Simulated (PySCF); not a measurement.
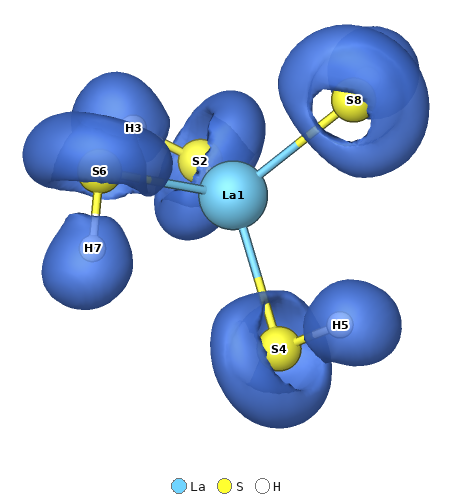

Figure. H4LaS4 (charge −1). Isosurface of the ELF at 0.85 (blue), seen at an oblique angle. Only the valence region is drawn (cores and ρ < 0.01 e/Å³ removed).

Core potentials replace the inner electrons of La.

Level of theory: PySCF, RKS PBE0, La lcecp-1-SVP with ECP46, S def2-SVP, H def2-SVP; non-relativistic Hamiltonian with scalar-relativistic core potentials where named; density fitting.

```xyz
9

La    0.0000    0.0000    0.0000
S     1.7519    1.5057    1.5705
H     2.7886    1.0645    0.8180
S    -1.7519   -1.5057    1.5705
H    -2.7886   -1.0645    0.8180
S     1.5058   -1.7518   -1.5706
H     1.0649   -2.7886   -0.8180
S    -1.5058    1.7518   -1.5706
H    -1.0649    2.7886   -0.8180
```

Identify the bonds, lone pairs and shells in this picture.

At this value the surface marks out four regions around hydrogen nuclei and four regions wrapped around S (the valence shell of each). Along the contacts the grid gives the following. La–S (2.79 Å): the ELF peaks at about 0.90 in the valence shell of S, 0.9 Å from its nucleus, and is about 0.30 at the midpoint; a closed-shell, largely ionic contact. S–H (1.35 Å): the ELF climbs to about 1 towards the hydrogen, as it does in any bond to H.
